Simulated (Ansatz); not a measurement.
GaN: response to strain

Consider GaN in the zinc blende structure (space group F-43m, No. 216; a = 4.498 Å).

Strains are applied to the cell and any free atomic positions relax.

Level of theory: PBEsol, PAW, 420 eV (Ansatz, a quantum-chemistry and plane-wave program; no spin-orbit coupling).

Notes on the quantities. energy relative to the base: free energy F.

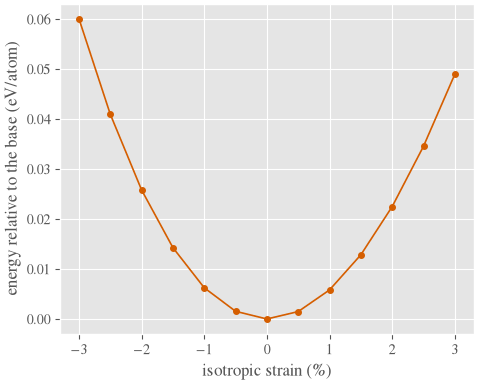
*Energy relative to the base against isotropic strain*

```
isotropic strain (%)  energy relative to the base
--------------------  ---------------------------
-3                                   +60 meV/atom
-2.5                                 +41 meV/atom
-2                                   +26 meV/atom
-1.5                                 +14 meV/atom
-1                                  +6.2 meV/atom
-0.5                                +1.5 meV/atom
0.5                                 +1.5 meV/atom
1                                   +5.8 meV/atom
1.5                                  +13 meV/atom
2                                    +22 meV/atom
2.5                                  +35 meV/atom
3                                    +49 meV/atom
```

Whether these cells are dynamically stable was not tested. This is not the structure that GaN has at room temperature and ambient pressure.
